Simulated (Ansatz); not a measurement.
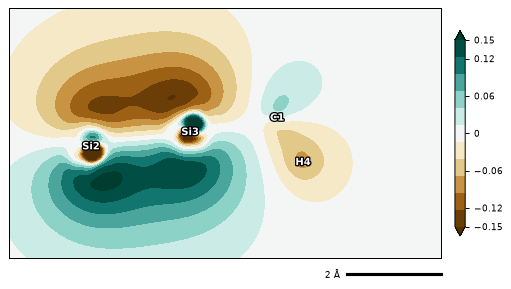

The picture shows: CH₃Si₂ (doublet). One frontier orbital on the plane of atoms Si3, C1 and H4 (values in Å⁻³ᐟ²; the overall sign is arbitrary).

Geometry: PBE0-D4/def2-TZVP.

These are results of UKS PBE0-D4/def2-TZVPP in Ansatz, not measurements.

```xyz
6

C    -0.1670    0.4381   -0.4220
Si    0.9044   -2.3840    2.2027
Si    0.3411   -0.9063    0.7819
H    -1.0340    0.1292   -1.0086
H     0.6568    0.6953   -1.0902
H    -0.4374    1.3285    0.1533
```

**Which orbital is it: HOMO (β) or LUMO (β)?**

The LUMO (β), at −3.41 eV. Its weight (Hirshfeld) is mainly on Si2 (about 50 %) and Si3 (about 45 %); π-bonding across Si2–Si3.
